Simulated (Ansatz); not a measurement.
Consider InP in the zinc blende structure (space group F-43m, No. 216; a = 5.878 Å).

Structures relaxed with Ansatz (an electronic-structure program), PBEsol, PAW, cutoff 420 eV, no spin-orbit coupling.

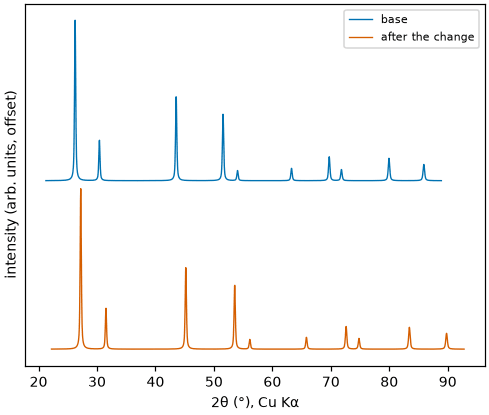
Simulated powder patterns before (top) and after one change

Question: Which of these changes matches the shifts?
A. pressure 9 GPa
B. pressure −2 GPa
C. pressure 0.9 GPa
D. pressure 30 GPa

Answer: A, pressure 9 GPa. Its volume per atom is 22.85 Å³ against 25.39 Å³, and its space group is F-43m (No. 216).

Load acts through the strain it causes; cell and atoms are relaxed under it. No phonon test of stability was made. Measured, InP leaves this structure (for rock salt) near 9.8 GPa (temperature not stated; as listed in Datta, Sujoy, Jana, Debnarayan, arXiv (2020)).
